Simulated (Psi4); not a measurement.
# [BH4]− (borohydride) at wB97M-V/cc-pVTZ

Aim: the energy change on altering one bond length of [BH4]− (borohydride) at wB97M-V/cc-pVTZ, from 2 runs. 

Program for the calculation: Psi4 1.11.

3 further runs of the same task are left out: 1 that didn't finish, 2 set aside as unsound or not needed.

### 1 The molecule

[BH4]−: 5 atoms, total charge -1, spin state singlet. SMILES: `[BH4-]`. The shape is that of a GFN2-xTB optimisation.

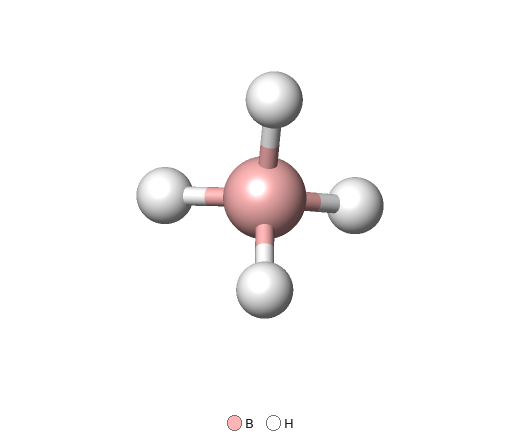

The structure, seen from a chosen angle (boron pink, hydrogen white).

### 2 The energy at wB97M-V/cc-pVTZ

bh4.json reads:

```json
{
  "schema_name": "qcschema_input",
  "schema_version": 1,
  "molecule": {
    "schema_name": "qcschema_molecule",
    "schema_version": 2,
    "symbols": ["B", "H", "H", "H", "H"],
    "geometry": [0.00018897, 0.00032125, -0.00020787, 1.29193016, 1.88407584, 0.41137448, 1.37258367, -1.86797538, -0.12674393, -1.13461046, 0.26399474, -2.00945917, -1.53009235, -0.28039756, 1.72503649],
    "molecular_charge": -1,
    "molecular_multiplicity": 1,
    "fix_symmetry": "c1",
    "fix_com": true,
    "fix_orientation": true
  },
  "driver": "energy",
  "model": {
    "method": "wb97m-v",
    "basis": "cc-pVTZ"
  },
  "keywords": {
    "puream": true,
    "e_convergence": 1e-09,
    "d_convergence": 1e-08,
    "scf_type": "pk",
    "dft_radial_points": 99,
    "dft_spherical_points": 590
  }
}
```

The run is started by

```sh
$ psi4 --qcschema bh4.json -n 1 --memory 1600MB
```

stdout, shortened:

```text
[...]
  Running in c1 symmetry.
[...]
  Nuclear repulsion =   10.195336367780204
[...]
  Multiplicity = 1
[...]
  Nalpha       = 5
  Nbeta        = 5
[...]
    Number of basis functions: 86
[...]
   @RKS iter   1:   -27.06881404449796   -5.00566e-01   5.55118e-03 ADIIS/DIIS
[...]
   @RKS iter   8:   -27.22568817001743   -8.46754e-11   7.04948e-09 DIIS
[...]
    Orbital Energies [Eh]
    ---------------------
    Doubly Occupied:
       1A     -6.583908     2A     -0.366905     3A     -0.153327
       4A     -0.153255     5A     -0.153097
[...]
  @RKS Final Energy:   -27.22568817001743
   => Energetics <=
    Nuclear Repulsion Energy =             10.1953363677802038
    One-Electron Energy =                 -57.8161865788521538
    Two-Electron Energy =                  23.9915252486977124
    DFT Exchange-Correlation Energy =      -3.6367030244764424
    Empirical Dispersion Energy =           0.0000000000000000
    VV10 Nonlocal Energy =                  0.0403398168332503
    Total Energy =                        -27.2256881700174347
[...]
 Multipole Moments:
 ------------------------------------------------------------------------------------
     Multipole            Electronic (a.u.)      Nuclear  (a.u.)        Total (a.u.)
 ------------------------------------------------------------------------------------
 L = 1.  Multiply by 2.5417464519 to convert [e a0] to [Debye]
 Dipole X            :          0.0001639            0.0007559            0.0009198
 Dipole Y            :         -0.0010194            0.0013039            0.0002845
 Dipole Z            :          0.0007836           -0.0008315           -0.0000478
 Magnitude           :                                                    0.0009640
[...]
```

The result, in JSON:

```text
{
 "driver": "energy",
 "model": {
  "method": "wb97m-v",
  "basis": "cc-pVTZ"
 },
 "success": true,
 "return_result": -27.225688170017435,
 "properties": {
  "calcinfo_nbasis": 86,
  "calcinfo_nmo": 86,
  "calcinfo_nalpha": 5,
  "calcinfo_nbeta": 5,
  "calcinfo_natom": 5,
  "nuclear_repulsion_energy": 10.195336367780204,
  "return_energy": -27.225688170017435,
  "scf_one_electron_energy": -57.816186578852154,
  "scf_two_electron_energy": 23.991525248697712,
  "scf_vv10_energy": 0.040339816833250296,
  "scf_xc_energy": -3.6367030244764424,
  "scf_dipole_moment": [0.0009198046812097377, 0.0002844876941031915, -4.784545422538422e-05],
  "scf_total_energy": -27.225688170017435,
  "scf_iterations": 8
 }
}
```

It took 79 s on 1 thread of Intel Xeon Platinum 8259CL at 2.50GHz (Skylake/Cascade Lake), shared host; peak memory 0.97 GiB.

### 3 The distorted shape

input.inp reads:

```
memory 1600 MB

molecule m {
  -1 1
  B
  H 1 R2
  H 1 R3 2 A3
  H 1 R4 2 A4 3 D4
  H 1 R5 2 A5 4 D5

  R2 = 1.228162
  R3 = 2.7028
  A3 = 109.50081
  R4 = 1.229057
  A4 = 109.46362
  D4 = -119.99099
  R5 = 1.229359
  A5 = 109.45086
  D5 = -120.05649
  symmetry c1
  no_reorient
  no_com
}

set {
  basis                cc-pVTZ
  puream               true
  e_convergence        1e-09
  d_convergence        1e-08
  scf_type             pk
  dft_radial_points    99
  dft_spherical_points 590
}

E, wfn = energy("wb97m-v", return_wfn=True)
```

The run is started by

```sh
$ psi4 -i input.inp -o input.out -n 1
```

input.out, shortened:

```text
[...]
  Running in c1 symmetry.
[...]
  Nuclear repulsion =    8.707414945831204
[...]
  Multiplicity = 1
[...]
  Nalpha       = 5
  Nbeta        = 5
[...]
    Number of basis functions: 86
[...]
   @RKS iter   1:   -26.92036894436220   -5.77117e-01   5.46404e-03 ADIIS/DIIS
[...]
   @RKS iter   9:   -27.11558793322565   -6.02043e-11   8.98693e-09 DIIS
[...]
    Orbital Energies [Eh]
    ---------------------
    Doubly Occupied:
       1A     -6.715764     2A     -0.414716     3A     -0.224687
       4A     -0.224631     5A     -0.071911
[...]
  @RKS Final Energy:   -27.11558793322565
   => Energetics <=
    Nuclear Repulsion Energy =              8.7074149458312036
    One-Electron Energy =                 -54.1975388023793698
    Two-Electron Energy =                  21.8636567550661596
    DFT Exchange-Correlation Energy =      -3.5300058487534716
    Empirical Dispersion Energy =           0.0000000000000000
    VV10 Nonlocal Energy =                  0.0408850170098227
    Total Energy =                        -27.1155879332256546
[...]
 Multipole Moments:
 ------------------------------------------------------------------------------------
     Multipole            Electronic (a.u.)      Nuclear  (a.u.)        Total (a.u.)
 ------------------------------------------------------------------------------------
 L = 1.  Multiply by 2.5417464519 to convert [e a0] to [Debye]
 Dipole X            :         -0.0007453            0.0005359           -0.0002094
 Dipole Y            :         -3.3352337            1.0424485           -2.2927852
 Dipole Z            :          1.1824829           -0.3697960            0.8126868
 Magnitude           :                                                    2.4325550
[...]
```

Run time: 85 s. Hardware: 1 thread of Intel Xeon Platinum 8259CL at 2.50GHz (Skylake/Cascade Lake), shared host; peak memory 0.91 GiB.

### 4 Results

Level: wB97M-V/cc-pVTZ.

| quantity | value |
| --- | --- |
| first shape: total energy | -27.22569 Eh |
| first shape: HOMO energy | -4.17 eV |
| first shape: LUMO energy | 9.89 eV |
| first shape: HOMO–LUMO gap (to an unbound level, set by the basis) | 14.06 eV |
| distorted shape: total energy | -27.11559 Eh |
| distorted shape: HOMO energy | -1.96 eV |
| distorted shape: LUMO energy | 5.90 eV |
| distorted shape: HOMO–LUMO gap (to an unbound level, set by the basis) | 7.86 eV |
| energy change with the B1–H3 bond stretched from 1.229 to 2.703 Å | 2.996 eV |

With the B1–H3 bond stretched from 1.229 to 2.703 Å the energy rises by 3.00 eV (69 kcal/mol). The first shape isn't relaxed at this level, so the change isn't measured from a minimum.
